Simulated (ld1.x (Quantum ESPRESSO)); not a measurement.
**Run report: Er, pseudopotential generation**

Erbium (Er, Z = 68), core [Kr] 4d10, reference valence 4f12 5s2 5p6 5d0.5 6s1.5 6p0, valence charge 22. Level asked for: ultrasoft potential, PBEsol, scalar-relativistic, made with ld1.x (Quantum ESPRESSO) 7.5.

### What the run reported

- outcome: ended with an error
- hardware: 1 CPU thread, shared host

### What went wrong

The generator stopped with the message “chargeps: negative rho”. In words: the spherical valence density built from the smooth waves and the augmentation charge turned negative at some radius.

### The input
```
 &input
   title='Er', zed=68., rel=1, dft='PBESOL', iswitch=3,
   config='[Xe] 4f12 5d0.5 6s1.5 6p0',
   nld=4, rlderiv=3.80, eminld=-6.0, emaxld=5.0, deld=0.02
 /
 &inputp
   pseudotype=3, tm=.true., lloc=-1, rcloc=3.25,
   nlcc=.false.,
   which_augfun='PSQ', rmatch_augfun=0.50,
   file_pseudopw='Er.UPF', file_wfcaegen='ae.wfc', file_wfcncgen='nc.wfc', file_beta='beta', file_chi='chi', file_wfcusgen='us.wfc'
 /
8
5S  1  0   2.00   0.00  1.75  2.10  0.0
6S  2  0   1.50   0.00  1.75  2.10  0.0
5P  2  1   6.00   0.00  2.20  2.65  0.0
6P  3  1   0.00   0.00  2.20  2.65  0.0
5D  3  2   0.50   0.00  3.15  3.50  0.0
5D  3  2   0.00   0.35  3.15  3.50  0.0
4F  4  3  12.00   0.00  0.65  0.75  0.0
4F  4  3   0.00   1.65  0.65  0.75  0.0
 &test
   configts(1)='4f12 5s2 5p6 5d0.5 6s1.5 6p0'
 /
```

Launched with:
```bash
ld1.x < Er.in > Er.out
```

### The program's output
```
     Program LD1 v.7.5
     --------------------------- All-electron run ----------------------------

     Er
     scalar relativistic calculation

     atomic number is 68.00
     dft =PBESOL   lsd =0 sic =0 latt =0  beta=0.20 tr2=1.0E-14
     Exchange-correlation= PBESOL
                           (   1   4  10   8   0   0   0)
     mesh =1267 r(mesh) = 100.03222 a.u. xmin = -7.00 dx = 0.01250
     1 Ry =  13.60569312 eV, c = 137.03599908

     n l     nl                  e(Ry)          e(Ha)          e(eV)
     1 0     1S 1( 2.00)     -4215.4464     -2107.7232    -57354.0702
     2 0     2S 1( 2.00)      -708.1793      -354.0897     -9635.2703
     2 1     2P 1( 6.00)      -626.3909      -313.1955     -8522.4830
     3 0     3S 1( 2.00)      -158.6421       -79.3210     -2158.4351
     3 1     3P 1( 6.00)      -133.7680       -66.8840     -1820.0068
     4 0     4S 1( 2.00)       -31.2540       -15.6270      -425.2317
     4 1     4P 1( 6.00)       -23.0733       -11.5366      -313.9281
     3 2     3D 1(10.00)      -102.6328       -51.3164     -1396.3902
     5 0     5S 1( 2.00)        -3.7885        -1.8942       -51.5450
     5 1     5P 1( 6.00)        -1.9174        -0.9587       -26.0877
     4 2     4D 1(10.00)       -12.1211        -6.0605      -164.9157
     4 3     4F 1(12.00)        -0.2104        -0.1052        -2.8624
     5 2     5D 1( 0.50)        -0.0600        -0.0300        -0.8158
     6 0     6S 1( 1.50)        -0.2773        -0.1387        -3.7735
     6 1     6P 1( 0.00)        -0.0826        -0.0413        -1.1242

     final scf error:  5.1E-15 reached in  35 iterations

     Etot =  -26164.256023 Ry,  -13082.128012 Ha, -355982.838245 eV

     Ekin =   28368.095504 Ry,   14184.047752 Ha,  385967.601915 eV
     Encl =  -64226.828335 Ry,  -32113.414168 Ha, -873850.516596 eV
     Eh   =   10241.363305 Ry,    5120.681653 Ha,  139340.846291 eV
     Exc  =    -546.886497 Ry,    -273.443249 Ha,   -7440.769856 eV

     normalization and overlap integrals

     s(1S/1S) =  1.000000  <r> =   0.0204  <r2> =    0.0006  r(max) =   0.0128
     s(2S/2S) =  1.000000  <r> =   0.0865  <r2> =    0.0088  r(max) =   0.0728
     s(2P/2P) =  1.000000  <r> =   0.0767  <r2> =    0.0072  r(max) =   0.0596
     s(3S/3S) =  1.000000  <r> =   0.2254  <r2> =    0.0581  r(max) =   0.2081
     s(3P/3P) =  1.000000  <r> =   0.2246  <r2> =    0.0585  r(max) =   0.2030
     s(4S/4S) =  1.000000  <r> =   0.5082  <r2> =    0.2916  r(max) =   0.4750
     s(4P/4P) =  1.000000  <r> =   0.5392  <r2> =    0.3309  r(max) =   0.4931
     s(3D/3D) =  1.000000  <r> =   0.2038  <r2> =    0.0488  r(max) =   0.1662
     s(5S/5S) =  1.000000  <r> =   1.2535  <r2> =    1.7722  r(max) =   1.1113
     s(5P/5P) =  1.000000  <r> =   1.4994  <r2> =    2.5696  r(max) =   1.2751
     s(4D/4D) =  1.000000  <r> =   0.5838  <r2> =    0.3960  r(max) =   0.5120
     s(4F/4F) =  1.000001  <r> =   0.8344  <r2> =    0.9854  r(max) =   0.5120
     s(5D/5D) =  1.000000  <r> =   3.8453  <r2> =   19.7644  r(max) =   2.1554
     s(6S/6S) =  1.000000  <r> =   4.0480  <r2> =   18.7336  r(max) =   3.3804
     s(6P/6P) =  1.000000  <r> =   5.9949  <r2> =   41.9074  r(max) =   4.7970

     ------------------------ End of All-electron run ------------------------

     --------------------- Generating US pseudopotential ---------------------

      Generating local potential from pseudized AE potential:
      Matching radius rcloc =   3.2500

      Local pseudo, rcloc= 3.256 Estimated cut-off energy=     2.25 Ry
      Wfc-us  5S rcutus= 2.076  Estimated cut-off energy=    12.85 Ry
      Wfc-us  6S rcutus= 2.076  Estimated cut-off energy=    25.96 Ry
      Wfc-us  5P rcutus= 2.666  Estimated cut-off energy=    12.19 Ry
      Wfc-us  6P rcutus= 2.666  Estimated cut-off energy=    22.85 Ry
      Wfc-us  5D rcutus= 3.510  Estimated cut-off energy=     9.18 Ry
      Wfc-us  5D rcutus= 3.510  Estimated cut-off energy=    13.25 Ry
      Wfc-us  4F rcutus= 0.745  Estimated cut-off energy=   279.95 Ry
      Wfc-us  4F rcutus= 0.745  Estimated cut-off energy=   287.69 Ry

     Q pseudized with Bessel functions
     Expected ecutrho=    2136.1830 due to l1=  3   l2=  3

 %%%%%%%%%%%%%%%%%%%%%%%%%%%%%%%%%%%%%%%%%%%%%%%%%%%%%%%%%%%%%%%%%%%%%%%%%%%%%%
     Error in routine chargeps (1):
     negative rho
 %%%%%%%%%%%%%%%%%%%%%%%%%%%%%%%%%%%%%%%%%%%%%%%%%%%%%%%%%%%%%%%%%%%%%%%%%%%%%%

     stopping ...
```

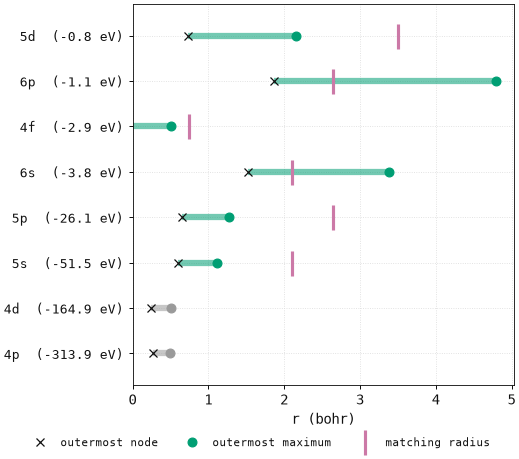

**Figure 1.** Outer shells of the all-electron reference atom: each bar runs from the outermost node (or the nucleus) to the outermost maximum of u(r); the tick is the radius chosen for the pseudo-wave. Shells without a tick have no pseudo-wave of their own. Levels, nodes and maxima are from ld1.x, scalar-relativistic.

- Radii against the shells: 5s: 2.10 bohr, outside the maximum; 5p: 2.65 bohr, outside the maximum; 6s: 2.10 bohr, between node and maximum; 4f: 0.75 bohr, outside the maximum; 6p: 2.65 bohr, between node and maximum; 5d: 3.50 bohr, outside the maximum.
